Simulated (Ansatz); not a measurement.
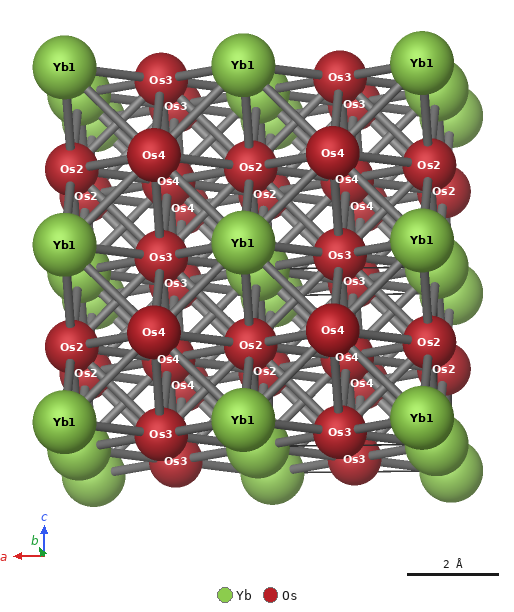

Reference structure: solid YbOs3 (built on the AuCu3 type). The picture is a ball-and-stick view of the cell of the calculation, repeated 2 × 2 × 2 with one cell outlined, seen from a free direction.

Method: DFT PBEsol, scalar-relativistic, plane waves, PAW in Ansatz. (plane-wave cutoff 420 eV; k-point mesh 8 × 8 × 8; occupations gaussian; smearing width 0.05 eV; no spin polarisation)

Change: The cell is strained by +0.5 % along [1 0 1], −0.5 % along [1 0 −1], none along the third axis (volume 0.0 %), the atoms keeping their fractional coordinates. No relaxation follows.

Question: What does the calculation give for the changed structure?

Answer: Among the bonded contacts that change: Os–Yb 2.802 → 2.788 to 2.816 Å, Os–Os 2.802 → 2.788 to 2.816 Å. The space group (tolerance 0.01 Å) goes from Pm-3m (No. 221) to Cmmm (No. 65). The energy changes by less than 1 meV per atom. The pressure goes from 0.0 to 0.0 GPa. The principal stresses (compression positive) are 1.2 GPa along [1 0 −1], −1.1 GPa along [1 0 1], none along the third axis. All forces vanish by symmetry.

Limits of the set-up: 4f states are treated without a Hubbard U.
